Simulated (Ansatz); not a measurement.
**Cl3H2O2Ta···HF: density, localisation and related maps**

Input file:

```
crystal:
  periodic: [false, false, false]
  atoms:
    - { symbol: Ta, position_ang: [0.0, 0.0, 0.0] }
    - { symbol: O, position_ang: [2.37, 0.0, 0.0] }
    - { symbol: H, position_ang: [2.7071, -0.5308, 0.7903] }
    - { symbol: O, position_ang: [0.0, 0.0, 2.02] }
    - { symbol: H, position_ang: [-0.2547, -0.9174, 2.3571] }
    - { symbol: Cl, position_ang: [0.0, 0.0, -2.47] }
    - { symbol: Cl, position_ang: [-1.235, 2.139, 0.0] }
    - { symbol: Cl, position_ang: [-1.235, -2.139, 0.0] }
    - { symbol: F, position_ang: [0.7032, -1.8418, -1.0422] }
    - { symbol: H, position_ang: [1.8595, -1.1967, -0.6772] }
basis:
  gaussian: { orbitals: def2-SVP }
hamiltonian:
  xc: pbe0
  dispersion: d4
relax:
  f_tol: 0.15
  max_steps: 25
  restrain:
    - { distance: [0, 8], at: 3.13, k: 30.0 }
    - { distance: [9, 1], at: 2.21, k: 30.0 }
    - { distance: [0, 1], at: 2.02, k: 30.0 }
    - { distance: [9, 8], at: 0.92, k: 30.0 }
output:
  orbitals: {}
```

Run with:

```sh
ansatz run input.yaml --threads 4 --pin off --max-ram 5120MiB --backend cpu --events-out ev --progress --plain --runs-dir out
```

The fields are those of the run's last geometry, not of the input's.

Core potentials replace the inner electrons of Ta; not at a stationary point (largest force 1.3 eV/Å).

All numbers below come from RKS PBE0-D4/def2-SVP in Ansatz 0.2.0.

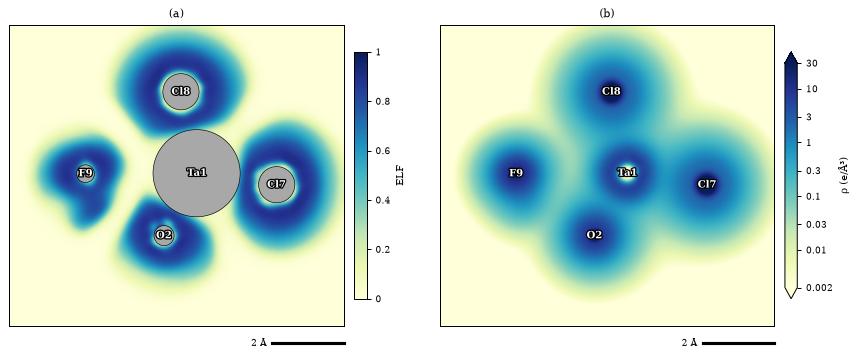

Figure 1. (a) electron localisation function; (b) electron density on the plane of atoms Cl7, Ta1 and Cl8. Grey discs cover the atomic cores in the ELF map.

Q: Read the bonding off the picture.

A: The plane passes through Ta, O, Cl and F nuclei. Ta1···F9 (3.12 Å): the density falls to about 0.05 e/Å³ on the way; the ELF dips to about 0 between them. Ta–Cl (2.27 Å): ρ at the midpoint is about 0.71 e/Å³; the ELF peaks at about 0.85 in the valence shell of Cl, 0.8 Å from its nucleus, and is about 0.40 at the midpoint. Ta–O (1.98 Å): the density is about 0.89 e/Å³ at the midpoint; the ELF peaks at about 0.85 in the valence shell of O, 0.6 Å from its nucleus, and is about 0.30 at the midpoint. Ta–Cl (2.33 Å): the density is about 0.64 e/Å³ at the midpoint; the ELF peaks at about 0.85 in the valence shell of Cl, 0.8 Å from its nucleus, and is about 0.40 at the midpoint. The ELF also peaks beside F9, away from the bonds: lone-pair regions.

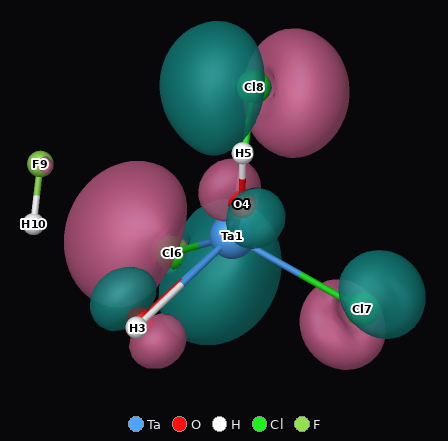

Figure 2. The HOMO−1 at ±0.1 Å⁻³ᐟ² (teal and pink are the two phases), seen from one side.

Q: Where does this orbital lie, and at what energy?

A: It lies mainly on Cl6 (about 55 %), Cl8 (about 25 %) and Cl7 (about 10 %); largely a combination of lone pairs on Cl6, Cl8 and Cl7. Its energy is −9.16 eV.

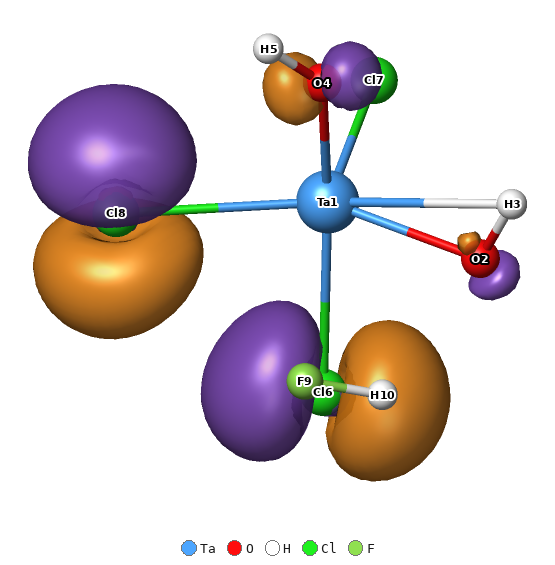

Figure 3. One frontier orbital at ±0.15 Å⁻³ᐟ² (orange and purple are the two phases), seen at an oblique angle.

Q: Which orbital is it: HOMO or LUMO?

A: The HOMO, at −8.68 eV. By Hirshfeld shares it lies mainly on Cl8 (about 50 %) and Cl6 (about 40 %); largely a combination of lone pairs on Cl8 and Cl6.
